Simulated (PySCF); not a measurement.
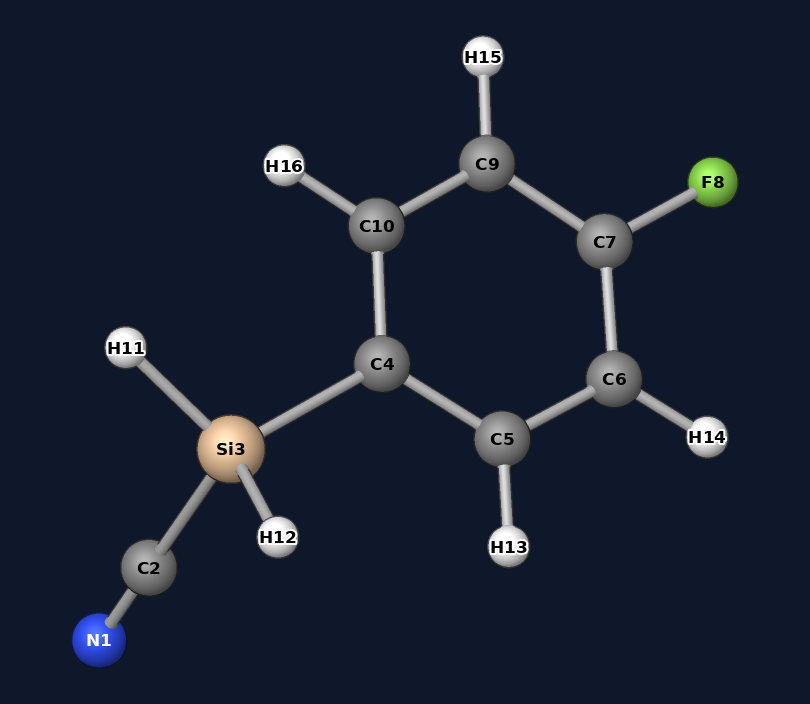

The questions are on isotropic NMR shieldings of the H atoms. Computed geometry: GFN2-xTB optimisation. No frequency run is at hand to confirm it as a minimum. Method: GIAO PBE0/pcSseg-1 NMR shielding, non-relativistic, gas phase (PySCF 2.14.0).

List the isotropic NMR shieldings of the H atoms.

```json
{"atom": "H11", "σ (ppm)": "26.82"}
{"atom": "H12", "σ (ppm)": "26.68"}
{"atom": "H13", "σ (ppm)": "23.74"}
{"atom": "H14", "σ (ppm)": "24.19"}
{"atom": "H15", "σ (ppm)": "24.27"}
{"atom": "H16", "σ (ppm)": "23.86"}
```

The geometry is semi-empirical. Around Si such bond lengths and angles can be off by a tenth of an ångström or more and by several degrees, and values that hang on the shape move with them.
